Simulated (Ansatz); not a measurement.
Cl2GeH2O2···HCl

```xyz
9

Ge   -0.4909   -0.2296   -0.7348
Cl    0.3256    0.1749    2.9160
O     1.1296   -0.4926   -0.1769
H     1.2313   -0.2410    0.7585
Cl   -0.8634    1.7637   -1.4055
Cl   -0.9033   -1.5726   -2.3257
O    -1.5714   -0.5407    0.6452
H    -2.4825   -0.2523    0.5055
H    -0.6912   -0.1916    2.1703
```

Theory: Ansatz, RKS PBE0/def2-SVP.

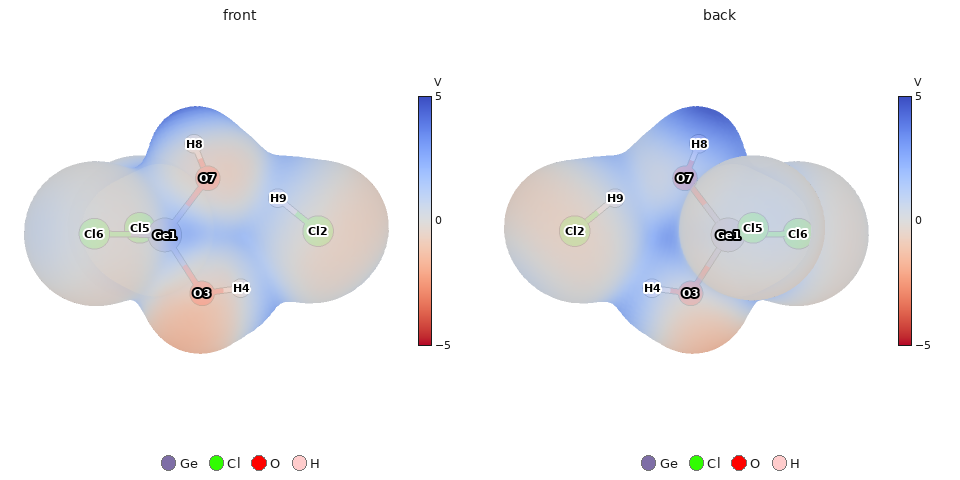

Figure 1. The molecular electrostatic potential painted on the density surface at 0.004 e/bohr³, seen from the front and from behind; the colour scale runs from red (negative) to blue (positive).

**Describe the electrostatic potential map.**

The most negative region (about −1.4 V) lies over O3, the most positive (about +4.1 V) over H8. Cl5 shows a σ-hole: about +0.6 V at the tip opposite its bond, against about 0.0 V on its flanks. Cl6 shows a σ-hole: about +0.6 V at the tip opposite its bond, against about −0.1 V on its flanks. O3 is the likeliest acceptor of a hydrogen bond.

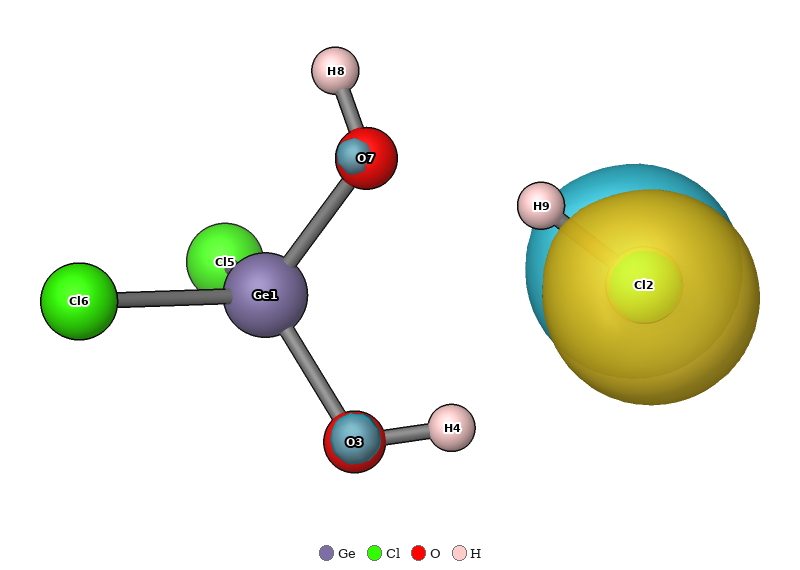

Figure 2. The HOMO at ±0.15 Å⁻³ᐟ² (yellow and cyan are the two phases), seen across its widest extent.

**What is the character of this orbital?**

By Hirshfeld shares it lies mainly on Cl2 (about 95 %); largely a lone pair of Cl2. Its energy is −9.16 eV.

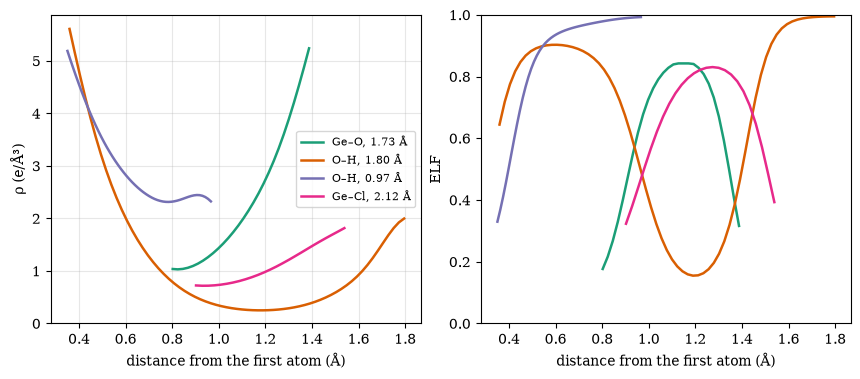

Figure 3. Electron density and ELF along straight lines between neighbouring atoms. The curves leave out the atomic cores.

**What can be read from the curves?**

Ge–O (1.73 Å): the density is about 1.1 e/Å³ at the midpoint; the ELF peaks at about 0.85 in the valence shell of O, 0.6 Å from its nucleus, and is about 0.35 at the midpoint.
O7···H9 (1.80 Å): the density falls to about 0.25 e/Å³ on the way; the ELF dips to about 0.15 between them.
O–H (0.97 Å): ρ at the midpoint is about 3.7 e/Å³; the ELF climbs to about 1 towards the hydrogen, as it does in any bond to H (an ordinary covalent bond to hydrogen).
Ge–Cl (2.12 Å): the density is about 0.78 e/Å³ at the midpoint; the ELF peaks at about 0.85 in the valence shell of Cl, 0.8 Å from its nucleus, and is about 0.65 at the midpoint.
